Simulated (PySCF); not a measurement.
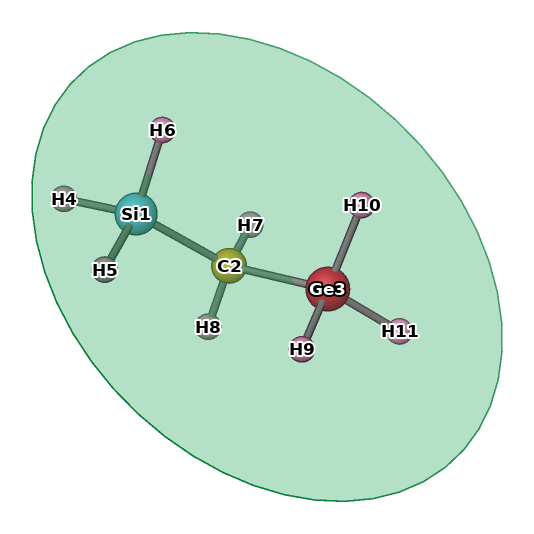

A disc through the centre of mass is drawn in. Distant atoms are faded towards the background colour. Computed geometry: PBE0-D3(BJ)/def2-SVP optimisation. No frequency run is at hand to confirm it as a minimum.

Question: Is the plane of the disc a mirror plane of the structure?

Answer: No. The point group is Cs, with 1 mirror plane, and this plane isn't one of its mirror planes.
